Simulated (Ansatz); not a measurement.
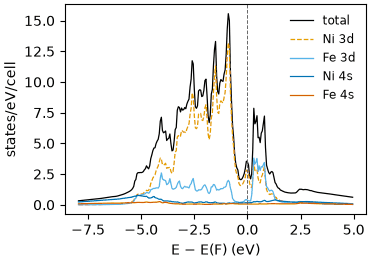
Figure: Total and projected density of states of FeNi3 (Cu3Au type, Pm-3m), PBE in the plane-wave PAW code Ansatz

Task: Which orbitals carry the states next to the Fermi level?

Result: Within 0.5 eV of the Fermi level: Ni 3d 60 %, Fe 3d 31 %. Projections are on Löwdin-orthogonalised atomic valence shells; empty p or d shells of many metals are not among them.

Task: Where is the tallest occupied peak in this window, and what makes it?

Result: Near -0.9 eV, about 16 states/eV per cell; the largest projected share is Ni 3d.

The cell was relaxed with PBE under the symmetry of its start. Magnetic state: ferromagnetic, chosen from 5 collinear starts compared on coarse meshes (ties went to the first, and starts can fall back to one state), not a proven ground state. Textbook magnetic order: ferromagnetic.

Potentials: the later of the program's two PAW sets.
